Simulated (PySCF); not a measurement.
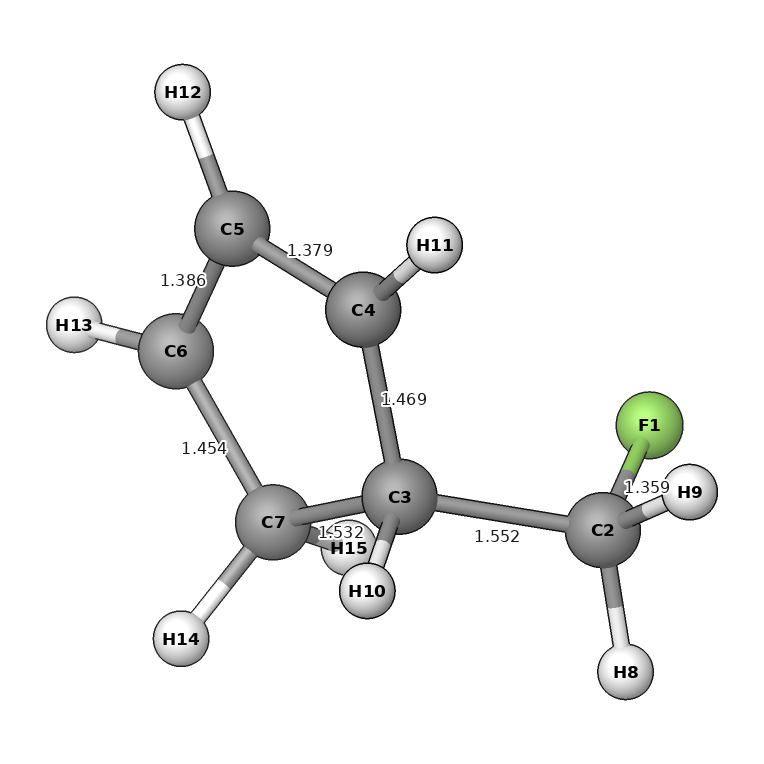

Bond lengths are marked in Å; every bond is drawn as one stick. Charge +1, singlet. The computed structure is the end point of a GFN2-xTB optimisation. No frequency run is at hand to confirm it as a minimum.

Question: Assign a bond order to each marked bond.

Answer: F1–C2 single; C2–C3 single; C3–C4 single; C3–C7 single; C4–C5 delocalised (between two orders); C5–C6 delocalised (between two orders); C6–C7 single. This is one Lewis structure.

Question: Write the SMILES.

Answer: FC[C@H]1C=C[CH+]C1
